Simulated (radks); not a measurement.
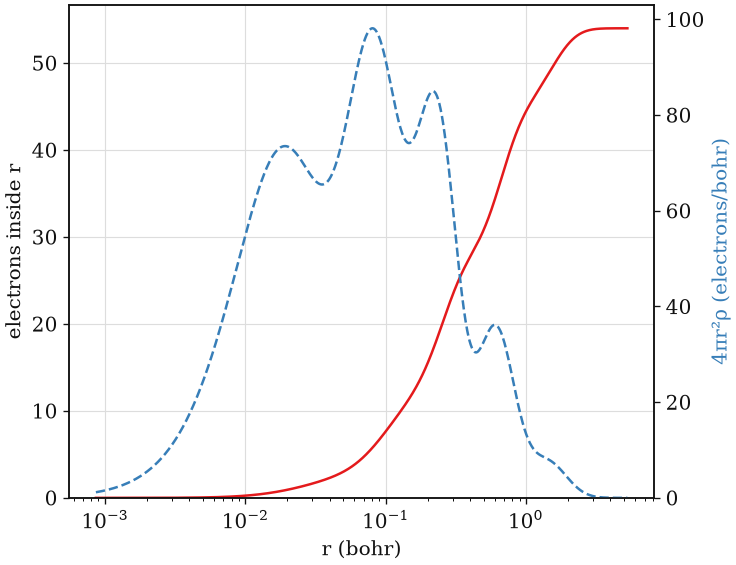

The Ce⁴⁺ ion in the configuration [Xe]. The calculation used the in-house radial solver radks at this level: non-relativistic Kohn-Sham, exchange-only B88, spin-polarised, spherical densities, point nucleus.

The plot shows the number of electrons inside radius r (solid) and the radial density 4πr²ρ (dashed).

Q: Read the plot.

Answer: The count levels off at 54 electrons. Half of them lie within 0.379 bohr, 90 % within 1.43 bohr and 99 % within 2.49 bohr. The radial density has minima at 0.0353, 0.147 and 0.439 bohr, where the count stands at 2.0, 11.4 and 28.9; these part the shells that the density resolves.
